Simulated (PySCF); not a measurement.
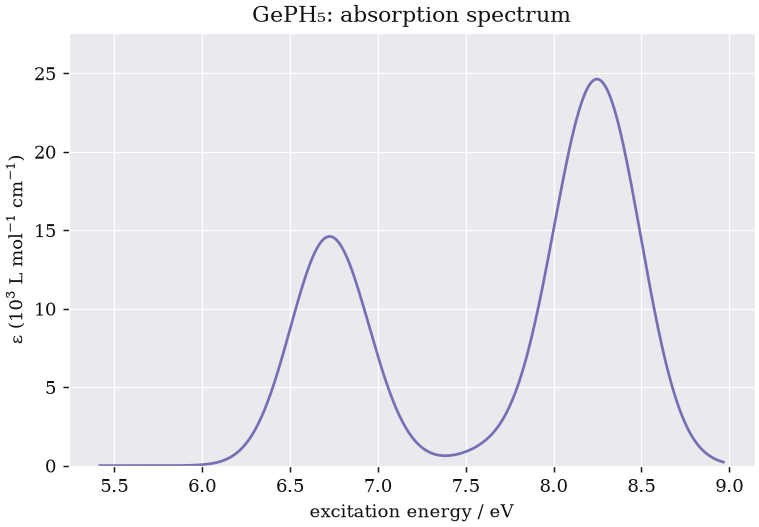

Computed absorption of GePH₅, SMILES [PH2][GeH3], singlet. Vertical TDDFT excitations, PBE0/def2-TZVP with PySCF 2.14.0, at a PBE0-D3(BJ)/def2-SVP geometry (no frequency check), gas phase. Only the first 10 singlet excitations are included; each is broadened by a Gaussian of 1/e half-width 0.30 eV.

**Does any vertical transition fall in the visible?**

No singlet lies below 3.1 eV (beyond 400 nm), so at this level no vertical transition falls in the visible.

**List the transitions behind the spectrum.**

| state | E (eV) | λ (nm) | f | main character |
| --- | --- | --- | --- | --- |
| S1 | 6.62 | 187 | 0.015 | HOMO → LUMO+1 (96 %) |
| S2 | 6.70 | 185 | 0.215 | HOMO → LUMO (90 %) |
| S3 | 6.87 | 180 | 0.055 | HOMO → LUMO+2 (98 %) |
| S4 | 7.63 | 163 | 0.006 | HOMO → LUMO+3 (92 %) |
| S5 | 7.70 | 161 | 0.012 | HOMO → LUMO+4 (76 %) |
| S6 | 8.13 | 153 | 0.225 | HOMO−1 → LUMO (59 %) |
| S7 | 8.26 | 150 | 0.057 | HOMO−2 → LUMO (52 %) |
| S8 | 8.34 | 149 | 0.050 | HOMO → LUMO+5 (65 %) |
| S9 | 8.36 | 148 | 0.184 | HOMO−1 → LUMO+2 (51 %) |
| S10 | 8.47 | 146 | 0.002 | HOMO−1 → LUMO+1 (44 %) |

Known limits of this run: states above the negative HOMO energy depend on the basis; core orbitals are frozen in the response; def2-TZVP has no diffuse functions, so states with Rydberg character are missing or too high.
